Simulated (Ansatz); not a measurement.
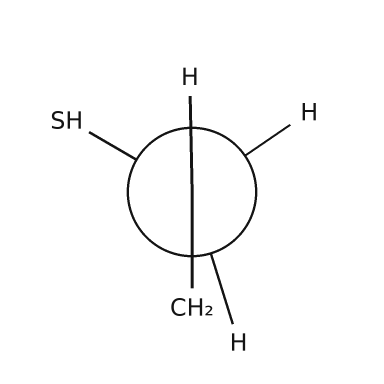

A Newman projection along the C–Si bond, carbon in front; angles are drawn as computed, but eclipsed bonds slightly apart. The geometry was computed by an optimisation with PBE0-D4/def2-TZVP.

> Which molecule is it?

C2H6SSi, C=C[SiH2]S

> What is the torsion angle from the front CH2 to the back SH? The sign is positive where the front bond must turn clockwise to cover the back bond.

120°, anticlinal.
